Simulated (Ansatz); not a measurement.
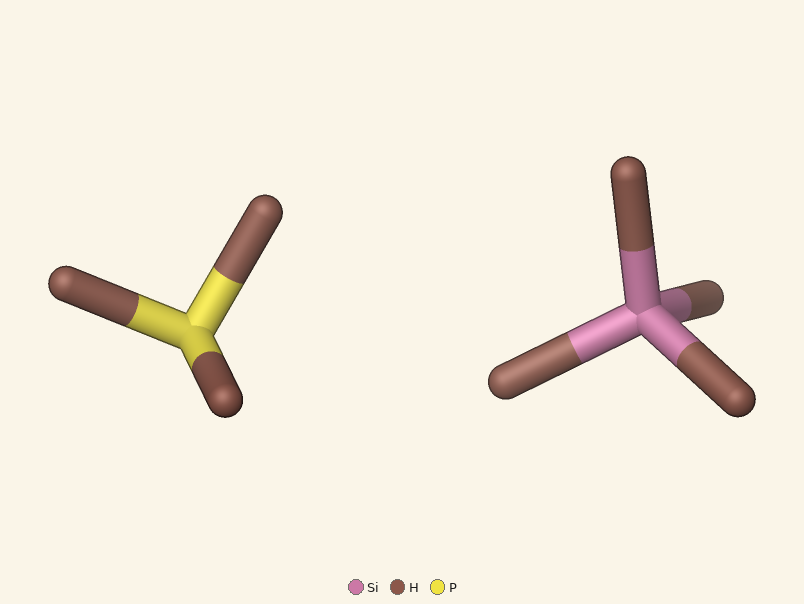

Starting geometry of the run.

Ansatz 0.2.0 input:

```yaml
crystal:
  periodic: [false, false, false]
  atoms:
    - {symbol: Si, position_ang: [-0.064400, 0.012400, -1.930300]}
    - {symbol: H, position_ang: [-0.970100, -0.828600, -2.708400]}
    - {symbol: H, position_ang: [-0.658200, 0.298800, -0.623600]}
    - {symbol: H, position_ang: [0.183700, 1.260800, -2.645900]}
    - {symbol: H, position_ang: [1.200400, -0.695500, -1.744200]}
    - {symbol: P, position_ang: [-0.137500, 0.512300, 2.308800]}
    - {symbol: H, position_ang: [0.340500, 0.109400, 3.546900]}
    - {symbol: H, position_ang: [0.966400, -0.010000, 1.651000]}
    - {symbol: H, position_ang: [-0.860700, -0.659500, 2.145600]}
basis:
  gaussian: {orbitals: def2-SVP}
hamiltonian: {xc: pbe, dispersion: d4}
relax: {f_tol: 0.03, max_steps: 250}
```

It was started with:

```sh
ansatz run in.yaml --threads 2 --pin off --events-out ev --progress --plain --max-ram 5222MiB
```

Result (its end):

```
mean field -17265.04096947 eV, -634.4785529628 hartree, gradient 4.6e-6 eV, S^2 0.000000; 1 other end points of the search recorded, 0 dependent functions left out
the calculation of the forces begins
reference -17265.04100381 eV, -634.4785542248 hartree; 18, 18 occupied and 53, 53 virtual orbitals, 809 factors
Total energy: -17265.15439996 eV, -634.4827214565 hartree
Atom 0 at    -0.127119     0.045465    -1.876989 Å, force    -0.001570     0.000889    -0.001260 eV/Å
Atom 1 at    -0.908111    -0.908053    -2.735869 Å, force    -0.005857    -0.006654    -0.007384 eV/Å
Atom 2 at    -0.992358     0.533380    -0.750114 Å, force    -0.008848     0.004474     0.009710 eV/Å
Atom 3 at     0.324854     1.214415    -2.704543 Å, force     0.004135     0.008251    -0.006124 eV/Å
Atom 4 at     1.072919    -0.661348    -1.313268 Å, force     0.011307    -0.007360     0.005863 eV/Å
Atom 5 at    -0.087790     0.478385     2.227675 Å, force    -0.021928     0.008216    -0.008614 eV/Å
Atom 6 at     0.374032     0.081665     3.534021 Å, force     0.008251    -0.004081     0.014785 eV/Å
Atom 7 at     1.110671    -0.007389     1.593519 Å, force     0.013958    -0.004882    -0.005281 eV/Å
Atom 8 at    -0.766998    -0.776420     2.025467 Å, force     0.000553     0.001147    -0.001693 eV/Å
Dipole moment:     0.065470    -0.147565     0.029511 e Å
```
